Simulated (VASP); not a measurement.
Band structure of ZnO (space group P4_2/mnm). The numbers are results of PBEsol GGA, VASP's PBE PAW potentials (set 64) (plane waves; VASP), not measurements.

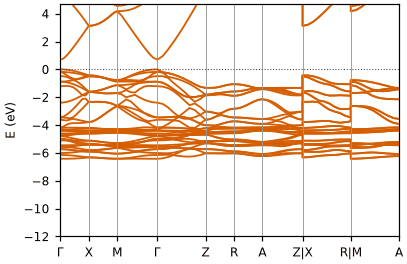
Figure. Bands along high-symmetry lines, zero at the valence-band maximum or, without a gap, the Fermi level

Problem. Read the plot: is there a gap, and where are the band edges?

Solution. The gap is direct, 0.69 eV, from the valence maximum at Γ to the conduction minimum at Γ. (Edges off the drawn lines would not show.)

The structure comes from a computed database's ZnO entry (P4_2/mnm); how it stands against other phases isn't given here. It was relaxed first.
